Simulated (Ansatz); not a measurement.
# AlB (triplet): inputs that go wrong at distance B1–Al2 = 6.908 Å

4 inputs are run for AlB (triplet) as typed; the log has to tell whether the result can be used and what must change.

Program: Ansatz 0.2.0, Gaussian basis. Level of theory: the settings change from run to run. These are calculated values, not measurements.

13 further runs of the same task are left out: 1 for a known fault of the program, 1 for a mislabelled method, 9 that didn't finish, 2 set aside as unsound or not needed.

**1. What is computed**

The geometry derives from a PBE0/def2-TZVP stationary point (not a proven minimum). One bond is set to the value named and the two fragments are kept rigid.

2 atoms, charge 0, spin multiplicity 3.

Atoms are counted from 1 here; the program's logs count them from 0.

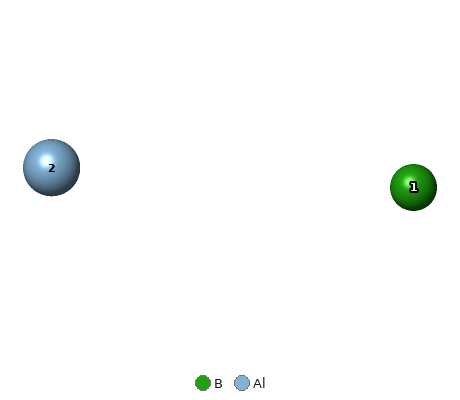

The structure; boron green, aluminium light blue; atoms are numbered from 1 in the order of the file.

**2. Try 1**

The input, in.yaml:

```yaml
crystal:
  periodic: [false, false, false]
  atoms:
    - {symbol: B, position_ang: [0.000000, 0.000000, 0.000000]}
    - {symbol: Al, position_ang: [0.000000, 0.000000, 6.908000]}
basis:
  gaussian: {orbitals: STO-3G}
magnetization: {spin_polarized: false, initial_magnetization: 2}
hamiltonian: {pseudopotentials: {relativity: none}}
correlation: {method: sc_nevpt2, electrons: valence}
output: {forces: true}
```

The run is started by

```bash
$ ansatz run in.yaml --threads 1 --pin off --events-out ev --progress --plain --max-ram 2393MiB
```

Log:

```text
Error: this correlation method needs an active space: name one as the reference
```

Run time: 0.03 s. Hardware: 1 thread of Arm Neoverse N1, shared host.

What is wrong: The run was refused. This method needs an active space and has none. Fix: add an active_space block.

**3. Try 2**

The input, in.yaml:

```yaml
crystal:
  periodic: [false, false, false]
  atoms:
    - {symbol: B, position_ang: [0.000000, 0.000000, 0.000000]}
    - {symbol: Al, position_ang: [0.000000, 0.000000, 6.908000]}
basis:
  gaussian: {orbitals: def2-SVP}
magnetization: {spin_polarized: false, initial_magnetization: 2}
hamiltonian: {xc: pbe}
correlation: {method: fic_mrcisd_q, electrons: valence, active_space: {window: {electrons: 4, orbitals: 4}}}
accuracy: high
```

The command is unchanged.

Log:

```text
Error: invalid value for `correlation.active_space`: it starts from restricted Hartree–Fock orbitals; set hamiltonian.xc: hf without magnetization.spin_polarized
```

It took 0.03 s on 1 thread of Arm Neoverse N1, shared host.

Diagnosis: The run was refused. An active space is asked on a functional's orbitals. To mend it, start from Hartree-Fock.

**4. Try 3**

The input, in.yaml:

```yaml
crystal:
  periodic: [false, false, false]
  atoms:
    - {symbol: B, position_ang: [0.000000, 0.000000, 0.000000]}
    - {symbol: Al, position_ang: [0.000000, 0.000000, 6.908000]}
basis:
  gaussian: {orbitals: def2-SVP}
magnetization: {spin_polarized: false, initial_magnetization: 2}
correlation: {method: fic_mrcisd_q, electrons: valence, active_space: {window: {electrons: 4, orbitals: 4}, states: [{multiplicity: 3, weights: [1, 1]}], root: 5}}
accuracy: high
```

The command is unchanged.

Log:

```text
Error: the active space averages no state 5, counted from zero
```

Wall time 0.03 s (1 thread of Arm Neoverse N1, shared host).

What is wrong: The run was refused. The root asked for lies beyond the states averaged. Cure: average more states or name a lower root.

**5. Try 4**

The input, in.yaml:

```yaml
crystal:
  periodic: [false, false, false]
  atoms:
    - {symbol: B, position_ang: [0.000000, 0.000000, 0.000000]}
    - {symbol: Al, position_ang: [0.000000, 0.000000, 6.908000]}
basis:
  gaussian: {orbitals: cc-pVDZ}
magnetization: {spin_polarized: false, initial_magnetization: 2}
correlation: {method: fic_mrcisd_q, electrons: valence, active_space: {window: {electrons: 4, orbitals: 4}, places: [1, 2]}}
```

Launched as before.

Log:

```text
Error: invalid value for `correlation.active_space`: name one of window, places and ras
```

Wall time 0.03 s (1 thread of Arm Neoverse N1, shared host).

**Diagnosis.** The run was refused. The active space is defined twice. Cure: keep one definition.

**6. How the runs ended**

| try | level | ended | cause | time |
| --- | --- | --- | --- | --- |
| 1 | 'sc_nevpt2'/STO-3G | refused | this method needs an active space and has none | 0.03 s |
| 2 | MRCISD+Q(4,4)/def2-SVP | refused | an active space is asked on a functional's orbitals | 0.03 s |
| 3 | MRCISD+Q(4,4)/def2-SVP | refused | the root asked for lies beyond the states averaged | 0.03 s |
| 4 | MRCISD+Q(4,4)/cc-pVDZ | refused | the active space is defined twice | 0.03 s |

4 refused.
